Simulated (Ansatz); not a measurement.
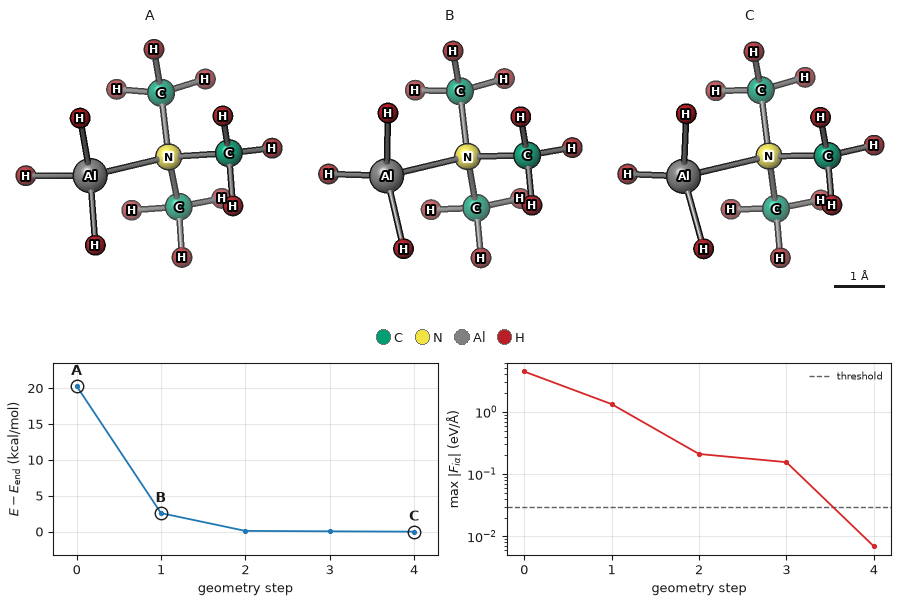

Frames of a relaxation of C3H12AlN (coarse preliminary run), marked on the history of the run. A ball-and-stick model, seen at a tilt.

The start comes from a force field.

These are results of RKS PBE-D4/def2-SVP in Ansatz 0.2.0, not measurements. Set-up: force threshold 0.03 eV/Å; at most 200 steps.

What happens along the run?

Answer. Over 4 geometry steps the energy falls by 20.3 kcal/mol. Largest force component: 4.5 eV/Å at the start, 0.007 eV/Å at the end. The atom that moves furthest after the best rigid fit is an H atom (0.18 Å). Largest moves by element: H 0.18 Å, Al 0.15 Å, C 0.08 Å, N 0.02 Å. Near-neighbour distances that change, for instance: Al–N 1.930 → 2.099 Å, C–H 1.197 → 1.106 Å, C–H 1.040 → 1.113 Å, C–H 1.174 → 1.106 Å. Among the angles between lasting bonds that change: N–Al–H 111.3° → 99.6°, N–Al–H 110.1° → 99.7°, H–Al–H 107.5° → 117.2°. From step 0 to 1: H atoms move most (0.19 Å), energy −17.7 kcal/mol. From step 1 to 4: the Al atom moves most (0.07 Å), energy −2.59 kcal/mol.

```
step  E − E(0), kcal/mol  largest force component, eV/Å
   0                0.00                         4.4602
   1              -17.71                         1.3356
   2              -20.19                         0.2112
   3              -20.25                         0.1559
   4              -20.30                         0.0070
```
